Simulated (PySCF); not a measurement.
C₄H₄N₂, SMILES `c1cncnc1`.

Method: r2SCAN/def2-SVP; geometry: GFN2-xTB; program: PySCF. No frequency check shows the geometry to be a minimum.

Input

```python
import numpy as np
from pyscf import gto, scf, dft
from pyscf.scf import atom_ks, atom_hf
from scipy.linalg import block_diag

def solve(mol, dm0=None, hcore=None):
    mf = (dft.UKS if mol.spin else dft.RKS)(mol, xc='r2scan')
    mf.grids.level = 3
    mf = mf.density_fit(auxbasis='def2-universal-jkfit')
    mf.conv_tol, mf.max_cycle = 1e-8, 80
    if hcore is not None:
        mf.get_hcore = lambda *args: hcore
    mf.kernel(dm0)
    if not mf.converged:
        mf = mf.newton().run(mf.mo_coeff, mf.mo_occ, max_cycle=30)
    assert mf.converged, 'SCF not converged'
    return mf

mol = gto.M(atom='''
C     -1.35049     0.01745     0.00000
C     -0.59995     1.18555     0.00000
N      0.72365     1.16983     0.00000
C      1.30170    -0.01682     0.00000
N      0.69192    -1.18885     0.00000
C     -0.63162    -1.16896     0.00000
H     -2.42811     0.03134     0.00000
H     -1.06263     2.16451     0.00000
H      2.38431    -0.03086     0.00000
H     -1.12047    -2.13513     0.00000
''', basis='def2-svp', charge=0, spin=0, verbose=4)
mf = solve(mol)
out = dict(e0=mf.e_tot, dm0=mf.make_rdm1(), c=mf.mo_coeff, occ=mf.mo_occ, eps=mf.mo_energy)
for name, dq, spin in [('cation', 1, 1), ('anion', -1, 1)]:
    ion = mol.copy().set(charge=mol.charge + dq, spin=spin).build()
    mi = solve(ion)
    if spin and dq > 0 and mol.nao < 130:
        c, _, stable, _ = mi.stability(return_status=True)
        if not stable:
            mi = solve(ion, mi.make_rdm1(c, mi.mo_occ))
    print(name, 'vertical energy change / eV', (mi.e_tot - mf.e_tot) * 27.211386)
    out.update({'e_' + name: mi.e_tot, 'dm_' + name: mi.make_rdm1(), 's2_' + name: mi.spin_square()[0], 'eps_' + name: mi.mo_energy, 'occ_' + name: mi.mo_occ})
# spherically averaged free atoms, for the promolecule
atm = atom_ks.get_atm_nrks(mol, xc='r2scan')
pro = block_diag(*[(atm[a[0]][2] * atm[a[0]][3]) @ atm[a[0]][2].T for a in mol._atom])
np.savez('result.npz', pro=pro, **out)
```

Launched as:

```sh
OMP_NUM_THREADS=1 python input.py
```

The run took 11 min on 1 thread of AMD EPYC 7R43 64-Core Processor (Zen 3), with other jobs on the host, peak memory 0.67 GiB.

Partitions, critical points and surface values were worked out afterwards from this run's density.

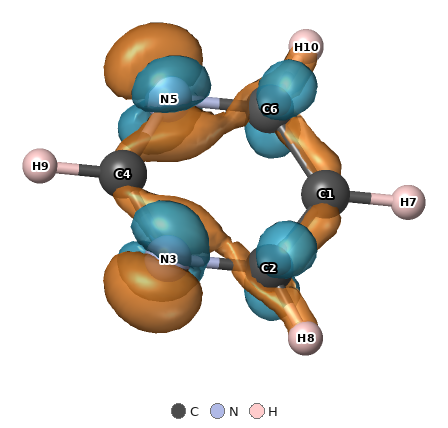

Dual descriptor f⁺ − f⁻ at ±0.06 e/Å³ (light blue positive, orange negative).

Q: Which atoms come out as electrophilic, and which as nucleophilic?

A: Electrophilic (positive): C2 and C6 (+0.07). Nucleophilic (negative): N3 and N5 (−0.07). f⁻ (Hirshfeld-condensed) is largest on N3 and N5 (0.21 each); the vertical ionisation energy is 9.25 eV. f⁺ (Hirshfeld-condensed) is largest on C2 and C6 (0.15 each) and N3 and N5 (0.14 each); the vertical electron affinity is −0.95 eV (the stability of the anion's solution wasn't checked; negative, but this basis has no diffuse functions, so it doesn't show that the anion is unbound).
